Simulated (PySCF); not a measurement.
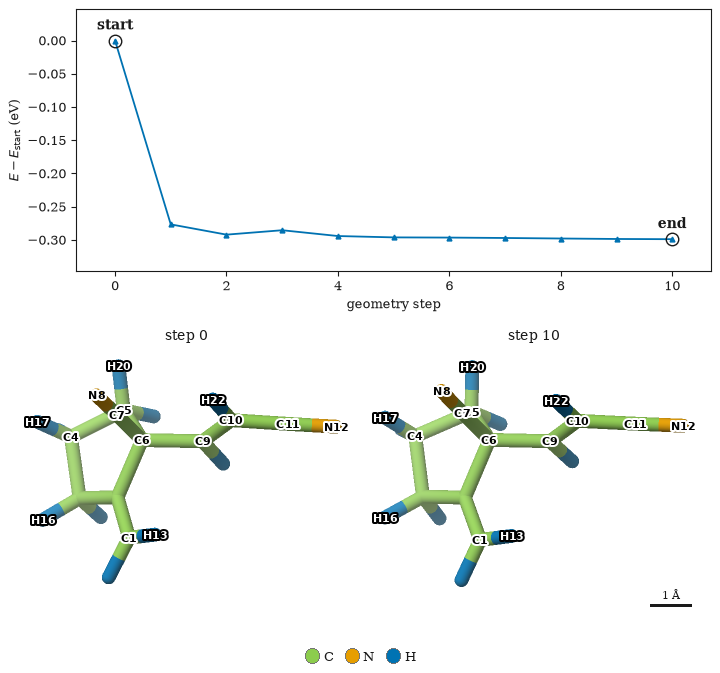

First and last geometry of a relaxation of C$_{10}$H$_{10}$N$_{2}$, with the history of the run. The picture is a stick view, seen at a tilt.

The start comes from GFN2-xTB. Its atoms were then displaced at random by about 0.01 Å.

All numbers below come from PySCF 2.14.0, density-fitted response routines, PBE0-D3(BJ)/def2-SVP geometry optimisation, gas phase. 

**What do the curves and the structures tell?**

It converged. Over 10 geometry steps the energy falls by 0.299 eV. The largest move after the best rigid fit is that of an H atom, 0.28 Å. Largest moves by element: H 0.28 Å, N 0.17 Å, C 0.16 Å. Among the contacts that change: C–H 1.019 → 1.093 Å, C–H 1.066 → 1.100 Å, C–C 1.493 → 1.524 Å, C–N 1.133 → 1.158 Å. Among the angles between lasting bonds that change: C–C–H 111.3° → 114.9°, C–C–H 124.6° → 121.6°, C–C–H 118.0° → 121.0°. Cost: 3.4 min on 1 thread of Intel(R) Xeon(R) 6975P-C, on a shared host.

| step | E − E(0), eV |
| --- | --- |
| 0 | 0.0000 |
| 1 | -0.2766 |
| 2 | -0.2920 |
| 3 | -0.2854 |
| 4 | -0.2941 |
| 5 | -0.2962 |
| 6 | -0.2965 |
| 7 | -0.2971 |
| 8 | -0.2978 |
| 9 | -0.2986 |
| 10 | -0.2989 |
